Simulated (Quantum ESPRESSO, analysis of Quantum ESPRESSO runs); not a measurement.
# Migration barrier of interstitial H in fcc Al, hop from a tetrahedral to the next octahedral site (PBE) (Quantum ESPRESSO), part 3 of 3

How near does this set-up come to the measured migration barrier? Subject: interstitial H in fcc Al, hop from a tetrahedral to the next octahedral site. Set-up: PBE, GBRV 1.5 PBE, cutoffs x 0.85, 32-site cell, PBE lattice, k: 3x3x3. The model is a cell of 32 host atoms with 1 H put in. The barrier is the energy of the highest image of a climbing band over the relaxed site that the atom leaves. This set-up takes another basis size than the usual one.

Quantum ESPRESSO 7.5; PBE, GBRV 1.5 PBE, cutoffs x 0.85, 32-site cell, PBE lattice, k: 3x3x3.

So far: The structure; Relaxation, charge 0.

### Step 4. Nudged elastic band

A band of images joins the two ends; its highest image climbs to the saddle, whose energy over the site left is the barrier.

This step: Quantum ESPRESSO plane-wave DFT, PBE, GBRV 1.5 PBE potentials; nudged elastic band between two relaxed defect structures.

neb.in

```
BEGIN
BEGIN_PATH_INPUT
&PATH
  restart_mode = 'from_scratch'
  string_method = 'neb'
  nstep_path = 45
  ds = 1.5
  opt_scheme = 'broyden'
  num_of_images = 5
  k_max = 0.3
  k_min = 0.2
  CI_scheme = 'auto'
  path_thr = 0.05
/
END_PATH_INPUT
BEGIN_ENGINE_INPUT
&CONTROL
  prefix = 'pwscf'
  outdir = './tmp'
  pseudo_dir = './pseudo'
  disk_io = 'low'
/
&SYSTEM
  ibrav = 0
  nat = 33
  ntyp = 2
  ecutwfc = 38
  ecutrho = 306
  nbnd = 63
  occupations = 'smearing'
  smearing = 'mv'
  degauss = 0.00734986
/
&ELECTRONS
  conv_thr = 3d-08
  electron_maxstep = 100
  mixing_beta = 0.5
/
ATOMIC_SPECIES
Al    26.9815 al_pbe_v1.uspp.F.UPF
H      1.0080 h_pbe_v1.4.uspp.F.UPF
CELL_PARAMETERS angstrom
   8.0810420189    0.0000000000    0.0000000000
   0.0000000000    8.0810420189    0.0000000000
   0.0000000000    0.0000000000    8.0810420189
BEGIN_POSITIONS
FIRST_IMAGE
ATOMIC_POSITIONS crystal
Al     0.0003202902    0.0003202902    0.0003202902
Al     0.0007991107    0.2503246205    0.2503246205
Al     0.2503246205    0.0007991107    0.2503246205
Al     0.2503246205    0.2503246205    0.0007991107
Al    -0.0021819157   -0.0021819157    0.5002141431
Al    -0.0021819157    0.2497858569    0.7521819157
Al     0.2497858569   -0.0021819157    0.7521819157
Al     0.2407822052    0.2407822052    0.5092177948
Al    -0.0021819157    0.5002141431   -0.0021819157
Al    -0.0021819157    0.7521819157    0.2497858569
Al     0.2407822052    0.5092177948    0.2407822052
Al     0.2497858569    0.7521819157   -0.0021819157
Al     0.0007991107    0.4996753795    0.4996753795
Al     0.0003202902    0.7496797098    0.7496797098
Al     0.2503246205    0.4996753795    0.7492008893
Al     0.2503246205    0.7492008893    0.4996753795
Al     0.5002141431   -0.0021819157   -0.0021819157
Al     0.5092177948    0.2407822052    0.2407822052
Al     0.7521819157   -0.0021819157    0.2497858569
Al     0.7521819157    0.2497858569   -0.0021819157
Al     0.4996753795    0.0007991107    0.4996753795
Al     0.4996753795    0.2503246205    0.7492008893
Al     0.7496797098    0.0003202902    0.7496797098
Al     0.7492008893    0.2503246205    0.4996753795
Al     0.4996753795    0.4996753795    0.0007991107
Al     0.4996753795    0.7492008893    0.2503246205
Al     0.7492008893    0.4996753795    0.2503246205
Al     0.7496797098    0.7496797098    0.0003202902
Al     0.5092177948    0.5092177948    0.5092177948
Al     0.5002141431    0.7521819157    0.7521819157
Al     0.7521819157    0.5002141431    0.7521819157
Al     0.7521819157    0.7521819157    0.5002141431
H      0.3750000000    0.3750000000    0.3750000000
LAST_IMAGE
ATOMIC_POSITIONS crystal
Al     0.0004462053    0.0004462053    0.0004462053
Al    -0.0060138474    0.2501289890    0.2501289890
[... 5 atom lines left out ...]
Al     0.2501289890    0.2501289890    0.5062718254
[... 2 atom lines left out ...]
Al     0.2501289890    0.5062718254    0.2501289890
[... 1 atom line left out ...]
Al     0.0004462053    0.4998117726    0.4998117726
[... 1 atom line left out ...]
Al     0.2501289890    0.5014781172    0.7501289890
[... 2 atom lines left out ...]
Al     0.5062718254    0.2501289890    0.2501289890
[... 2 atom lines left out ...]
Al     0.4998117726    0.0004462053    0.4998117726
Al     0.5014781172    0.2501289890    0.7501289890
[... 1 atom line left out ...]
Al     0.7501289890    0.2501289890    0.5014781172
Al     0.4998117726    0.4998117726    0.0004462053
[... 1 atom line left out ...]
Al     0.7501289890    0.5014781172    0.2501289890
[... 1 atom line left out ...]
Al     0.4998117726    0.4998117726    0.4998117726
[... 3 atom lines left out ...]
H      0.2501289890    0.2501289890    0.2501289890
END_POSITIONS
K_POINTS automatic
3 3 3 0 0 0
END_ENGINE_INPUT
END
```

On the command line:

```
> OMP_NUM_THREADS=1 mpirun -n 4 neb.x -ni 2 -inp neb.in > neb.out
```

The program printed:

```text
[banner, memory and clock lines left out]
          URL

     path-images division:  nimage    =       2

     Parsing file: neb.in

     initial path length           =  3.3409 bohr
     initial inter-image distance  =  0.8352 bohr

     string_method                 =    neb
     restart_mode                  =    from_scratch
     opt_scheme                    =    broyden
     num_of_images                 =    5
     nstep_path                    =    45
     CI_scheme                     =    auto
     first_last_opt                =    F
     use_freezing                  =    F
     ds                            =    1.5000 a.u.
     k_max                         =    0.3000 a.u.
     k_min                         =    0.2000 a.u.
     suggested k_max               =    0.2742 a.u.
     suggested k_min               =    0.1828 a.u.
     path_thr                      =    0.0500 eV / A

     ------------------------------ iteration   1 ------------------------------

     cpu =  0   tcpu =      0.1    self-consistency for image   1
     Message from routine setup:
     using ibrav=0 with symmetry is DISCOURAGED, use correct ibrav instead
     cpu =  0   tcpu =     61.0    self-consistency for image   2
     Message from routine setup:
     using ibrav=0 with symmetry is DISCOURAGED, use correct ibrav instead
     cpu =  0   tcpu =    146.2    self-consistency for image   4
     Message from routine setup:
     using ibrav=0 with symmetry is DISCOURAGED, use correct ibrav instead

     activation energy (->) =   0.226302 eV
     activation energy (<-) =   0.132383 eV

     image        energy (eV)        error (eV/A)        frozen

         1      -2936.3315992            0.017886            T
         2      -2936.1898978            0.645315            F
         3      -2936.1052975            0.481800            F
         4      -2936.1909282            0.386187            F
         5      -2936.2376800            0.009710            T

     climbing image =  3

     path length          =  3.341 bohr
     inter-image distance =  0.835 bohr

     ------------------------------ iteration   2 ------------------------------

     cpu =  0   tcpu =    239.4    self-consistency for image   2
     Message from routine setup:
     using ibrav=0 with symmetry is DISCOURAGED, use correct ibrav instead
     cpu =  0   tcpu =    318.1    self-consistency for image   4
     Message from routine setup:
     using ibrav=0 with symmetry is DISCOURAGED, use correct ibrav instead

     activation energy (->) =   0.209238 eV
     activation energy (<-) =   0.115318 eV

     image        energy (eV)        error (eV/A)        frozen

         1      -2936.3315992            0.017886            T
         2      -2936.1930850            0.288530            F
         3      -2936.1223616            0.373947            F
         4      -2936.1907989            0.185373            F
         5      -2936.2376800            0.009710            T

     climbing image =  3

     path length          =  3.342 bohr
     inter-image distance =  0.836 bohr

     ------------------------------ iteration   3 ------------------------------

     cpu =  0   tcpu =    387.2    self-consistency for image   2
     Message from routine setup:
     using ibrav=0 with symmetry is DISCOURAGED, use correct ibrav instead
     cpu =  0   tcpu =    475.2    self-consistency for image   4
     Message from routine setup:
     using ibrav=0 with symmetry is DISCOURAGED, use correct ibrav instead

     activation energy (->) =   0.188759 eV
     activation energy (<-) =   0.094840 eV

     image        energy (eV)        error (eV/A)        frozen

         1      -2936.3315992            0.017886            T
         2      -2936.2027122            0.158203            F
         3      -2936.1428400            0.184071            F
         4      -2936.1932100            0.102774            F
         5      -2936.2376800            0.009710            T

     climbing image =  3

     path length          =  3.352 bohr
     inter-image distance =  0.838 bohr

     ------------------------------ iteration   4 ------------------------------

     cpu =  0   tcpu =    546.5    self-consistency for image   2
     Message from routine setup:
     using ibrav=0 with symmetry is DISCOURAGED, use correct ibrav instead
     cpu =  0   tcpu =    625.1    self-consistency for image   4
     Message from routine setup:
     using ibrav=0 with symmetry is DISCOURAGED, use correct ibrav instead

     activation energy (->) =   0.184172 eV
     activation energy (<-) =   0.090252 eV

     image        energy (eV)        error (eV/A)        frozen

         1      -2936.3315992            0.017886            T
         2      -2936.2085097            0.103040            F
         3      -2936.1474276            0.118881            F
         4      -2936.1951759            0.073918            F
         5      -2936.2376800            0.009710            T

     climbing image =  3

     path length          =  3.358 bohr
     inter-image distance =  0.840 bohr

     ------------------------------ iteration   5 ------------------------------

     cpu =  0   tcpu =    704.5    self-consistency for image   2
     Message from routine setup:
     using ibrav=0 with symmetry is DISCOURAGED, use correct ibrav instead
     cpu =  0   tcpu =    802.2    self-consistency for image   4
     Message from routine setup:
     using ibrav=0 with symmetry is DISCOURAGED, use correct ibrav instead

     activation energy (->) =   0.179527 eV
     activation energy (<-) =   0.085607 eV

     image        energy (eV)        error (eV/A)        frozen

         1      -2936.3315992            0.017886            T
         2      -2936.2160052            0.052486            F
         3      -2936.1520727            0.032932            F
         4      -2936.1977325            0.035213            F
         5      -2936.2376800            0.009710            T

     climbing image =  3

     path length          =  3.379 bohr
     inter-image distance =  0.845 bohr

     ------------------------------ iteration   6 ------------------------------

     cpu =  0   tcpu =    880.8    self-consistency for image   2
     Message from routine setup:
     using ibrav=0 with symmetry is DISCOURAGED, use correct ibrav instead
     cpu =  0   tcpu =    956.1    self-consistency for image   4
     Message from routine setup:
     using ibrav=0 with symmetry is DISCOURAGED, use correct ibrav instead

     activation energy (->) =   0.179067 eV
     activation energy (<-) =   0.085147 eV

     image        energy (eV)        error (eV/A)        frozen

         1      -2936.3315992            0.017886            T
         2      -2936.2165097            0.047266            F
         3      -2936.1525327            0.027531            F
         4      -2936.1976696            0.017948            F
         5      -2936.2376800            0.009710            T

     climbing image =  3

     path length          =  3.379 bohr
     inter-image distance =  0.845 bohr

     neb: convergence achieved in   6 iterations
```

Run time: 17 min. Hardware: 4 MPI ranks of Arm Neoverse V1, shared host; peak memory 1.5 GiB; 67 min of CPU time.

Images along the path:

| image | path (Å) | energy (eV) | H33: x, y, z (Å) |
| --- | --- | --- | --- |
| 0 | 0.000 | 0.0000 | 3.030, 3.030, 3.030 |
| 1 | 0.489 | 0.1151 | 2.753, 2.753, 2.753 |
| 2 | 0.894 | 0.1791 | 2.524, 2.524, 2.524 |
| 3 | 1.323 | 0.1339 | 2.285, 2.285, 2.285 |
| 4 | 1.788 | 0.0939 | 2.021, 2.021, 2.021 |

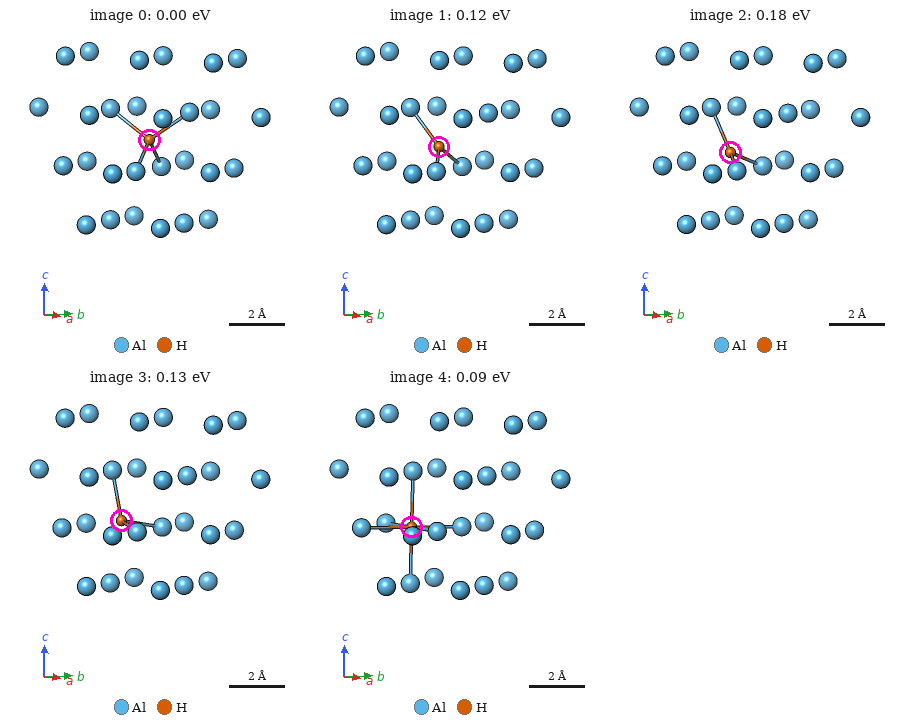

Images along the path; H33 is ringed.

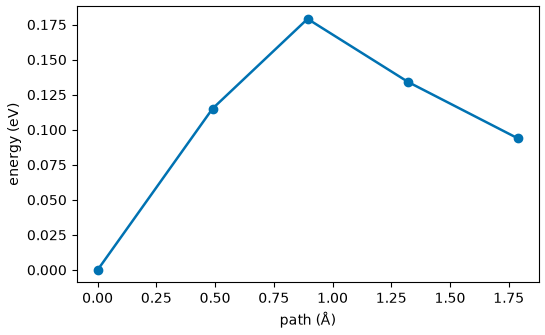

Energy along the path.

Numbers from this step:

```yaml
barrier_forward: 0.1791 eV
```

### Step 5. What came out

```
migration barrier (saddle less minimum) : 0.18 eV
energy difference of the two ends       : 0.09 eV
length of the hop                       : 1.75 Å
```

**Reading.** Migration barrier: computed 0.18 eV, measured 0.452 eV; 0.27 eV below the measurement. The measured number is an Arrhenius activation energy of long-range diffusion; for H it holds zero-point energy, and trapping at vacancies and dislocations can raise it. One hop between neighbouring sites is computed at the host's lattice. Limits: the periodic copies of the defect are only 8.1 Å apart.

[Logs are printed without paths, hosts, clocks, repeated set-up lines and the standing remarks that a program may print on its own settings, such as how far it seeks lower states.]

[Hosts, paths, dates, database ids (printed as entryN), source tags and the programs' standing remarks are cut or masked in the printed files.]

[For some hosts the program warned that the k-mesh of the response run may be too coarse for force constants and the static dielectric constant; such warnings are not shown here.]
